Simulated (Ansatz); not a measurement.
# Si2GeH+ (quintet): inputs that go wrong

3 inputs are run for Si2GeH+ (quintet) as typed; the log has to tell whether the result can be used and what must change.

Computed with Ansatz 0.2.0, Gaussian basis. Level: the settings change from run to run.

31 further runs of the same task are left out: 19 that didn't finish, 12 set aside as unsound or not needed.

## (1) What is computed

The geometry is a PBE0/def2-TZVP stationary point (not a proven minimum) of the parent state, kept for this charge and spin. No spin-orbit coupling is included. The filled d shell of Ge may be among the frozen orbitals whatever the setting's name suggests; the logs give the count.

4 atoms, charge 1, spin multiplicity 5.

Atoms are counted from 1 here; the program's logs count them from 0.

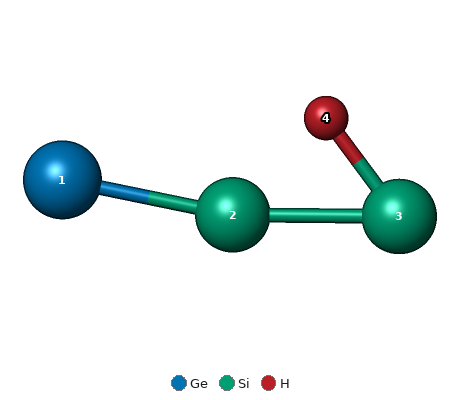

The geometry (germanium blue, silicon teal, hydrogen red); atoms are numbered from 1 in the order of the file.

## (2) Try 1

in.yaml reads:

```yaml
crystal:
  periodic: [false, false, false]
  atoms:
    - {symbol: Ge, position_ang: [0.000020, -0.248209, 2.585879]}
    - {symbol: Si, position_ang: [-0.000008, -0.469422, 0.253680]}
    - {symbol: Si, position_ang: [0.000029, -0.249426, -1.979811]}
    - {symbol: H, position_ang: [-0.000042, 0.967057, -0.859748]}
basis:
  gaussian: {orbitals: STO-3G}
total_charge: 1
magnetization: {spin_polarized: false, initial_magnetization: 4}
hamiltonian: {pseudopotentials: {relativity: scalar}}
correlation: {method: sc_nevpt2, electrons: all}
scf: {lower_state_search: off}
```

Command:

```bash
$ ansatz run in.yaml --threads 1 --pin off --events-out ev --progress --plain --max-ram 2393MiB
```

Standard output:

```text
Error: this correlation method needs an active space: name one as the reference
```

Run time: 0.03 s. Hardware: 1 thread of Intel Xeon at 2.50GHz, shared host.

Diagnosis: The run was refused. This method needs an active space and has none. To mend it, add an active_space block.

## (3) Try 2

in.yaml reads:

```yaml
crystal:
  periodic: [false, false, false]
  atoms:
    - {symbol: Ge, position_ang: [0.000020, -0.248209, 2.585879]}
    - {symbol: Si, position_ang: [-0.000008, -0.469422, 0.253680]}
    - {symbol: Si, position_ang: [0.000029, -0.249426, -1.979811]}
    - {symbol: H, position_ang: [-0.000042, 0.967057, -0.859748]}
basis:
  gaussian: {orbitals: cc-pVDZ}
total_charge: 1
magnetization: {spin_polarized: false, initial_magnetization: 4}
correlation: {method: fic_mrcisd_q, electrons: valence, active_space: {window: {electrons: 2, orbitals: 200}}}
accuracy: high
```

Launched as before.

Standard output:

```text
Functional definition: HF
  name "HF"
  cite "Fock, Z. Phys. 61, 126 (1930) doi:10.1007/BF01340294"
  parent pbe
  exchange = exact_x
  correlation = 0
1384 factors; integrals over basis functions are off by at most 4.4e-9 eV
mean field evaluation 1: about -72200.9706 eV, gradient 8.6e0 eV
mean field evaluation 2: about -72200.9949 eV, gradient 8.6e0 eV
mean field evaluation 4: about -72201.8001 eV, gradient 1.7e0 eV
mean field evaluation 8: about -72201.8568 eV, gradient 2.2e-1 eV
mean field evaluation 16: about -72201.8937 eV, gradient 2.6e-1 eV
mean field evaluation 32: about -72201.8503 eV, gradient 3.6e-1 eV
mean field -72201.89833701 eV, -2653.3708236805 hartree, gradient 6.2e-8 eV, S^2 6.000000; 4 other end points of the search recorded, 0 dependent functions left out
reference -72201.89833701 eV, -2653.3708236805 hartree; 32, 28 occupied and 36, 40 virtual orbitals, 1384 factors
Error: 2 electrons in 200 orbitals form no window around the highest filled level of the reference
```

Wall time 15 s (1 thread of Intel Xeon at 2.50GHz, shared host).

What is wrong: The run stopped with an error. The active window can't be built from these electrons and orbitals. Fix: choose counts that fit the spin, the electrons and the basis.

## (4) Try 3

in.yaml reads:

```yaml
crystal:
  periodic: [false, false, false]
  atoms:
    - {symbol: Ge, position_ang: [0.000011, -0.131352, 1.368447]}
    - {symbol: Si, position_ang: [-0.000004, -0.248418, 0.134247]}
    - {symbol: Si, position_ang: [0.000015, -0.131996, -1.047716]}
    - {symbol: H, position_ang: [-0.000022, 0.511767, -0.454979]}
basis:
  gaussian: {orbitals: cc-pVDZ}
total_charge: 1
magnetization: {spin_polarized: false, initial_magnetization: 4}
correlation: {method: bccd, electrons: outside_noble_gas}
```

Launched as before.

Standard output, cut to the lines that bear on the results:

```text
Functional definition: HF
  name "HF"
  cite "Fock, Z. Phys. 61, 126 (1930) doi:10.1007/BF01340294"
  parent pbe
[...]
749 factors; integrals over basis functions are off by at most 3.5e-4 eV
[...]
mean field -72117.69730653 eV, -2650.2764928841 hartree, gradient 1.4e-6 eV, S^2 6.000000; 0 other end points of the search recorded, 0 dependent functions left out
24 core orbitals not correlated: weight in the atoms' cores, before any rotation towards them, 0.997 or more for the frozen orbitals, at most 0.002 for the correlated occupied ones
reference -72117.69730653 eV, -2650.2764928841 hartree; 8, 4 occupied and 36, 40 virtual orbitals, 749 factors
second order -4.74474749 eV of doubles, -0.09613575 eV of singles
cycle   1  -5.42009499 eV  change   -5.8e-1 eV  update   6.4e-2
[...]
cycle  10  -5.60265726 eV  change   -1.6e-7 eV  update   6.3e-6
Total energy: -72123.29996379 eV, -2650.4823867408 hartree
```

Wall time 10 s (1 thread of Intel Xeon at 2.50GHz, shared host).

Diagnosis: The run converged, which proves nothing about the input. The coordinates are scaled by the bohr-ångström factor. The shortest distance is 0.88 Å, against 1.65 Å in the geometry of step 1. Its energy belongs to another geometry. Cure: restore the coordinates in ångström.

## (5) Summary

```csv
try,level,ended,cause,time
1,'sc_nevpt2'/STO-3G,refused,this method needs an active space and has none,0.03 s
2,"MRCISD+Q(2,200)/cc-pVDZ",stopped by an error,the active window can't be built from these electrons and orbitals,15 s
3,BCCD on ROHF/cc-pVDZ,converged,the coordinates are scaled by the bohr-ångström factor,10 s
```

1 refused, 1 stopped by an error, 1 converged. The input that converges on a wrong geometry or spin is the dangerous one: no error points at it, so geometry and ⟨S²⟩ have to be checked.
